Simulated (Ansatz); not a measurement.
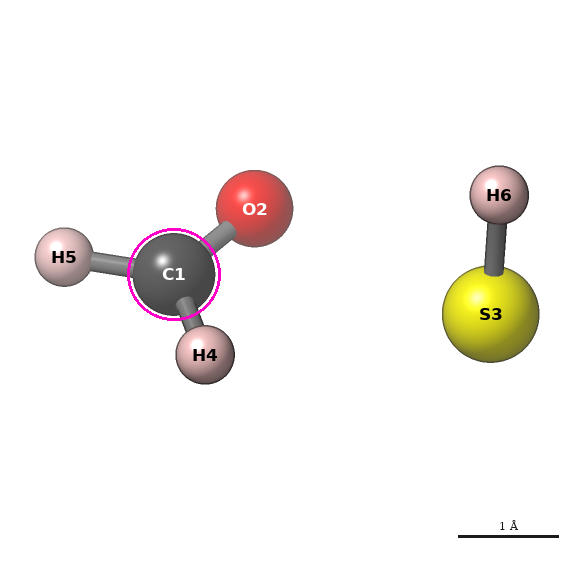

Orthographic view. Depth is shown by fading: the farther an atom, the more it takes the colour of the background. State: neutral, doublet. Computed geometry: PBE-D4/def2-SVP optimisation. No frequency run is at hand to confirm it as a minimum.

### Name the neighbours of the circled atom.

The circled atom is C1; it is bonded to O2, H4, H5.

### Which atom is farthest from the viewer?

O2, 0.7 Å behind the mean position.

### Of C1 and H4, which is nearer the viewer?

H4; the bond to C1 points away from the viewer, so it looks shorter than its 1.12 Å.
